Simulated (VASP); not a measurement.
Band structure of RbBr (rock salt). Calculation: TPSS meta-GGA, VASP's PBE PAW potentials (set 64) (plane waves; VASP).

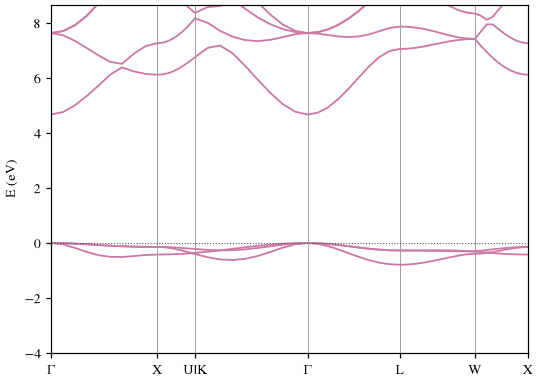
Figure: Bands along high-symmetry lines, zero at the valence-band maximum or, without a gap, the Fermi level

Problem. Read the plot: is there a gap, and where are the band edges?

Solution. The gap is direct, 4.67 eV, from the valence maximum at Γ to the conduction minimum at Γ.

Measured: gap 7.20 eV (computed value off by -2.53 eV), as given by Aguado et al., (1998), arXiv:cond-mat/9809176.

The compound is RbBr in the rock salt structure. It was relaxed first, which changed the volume by +8 %.
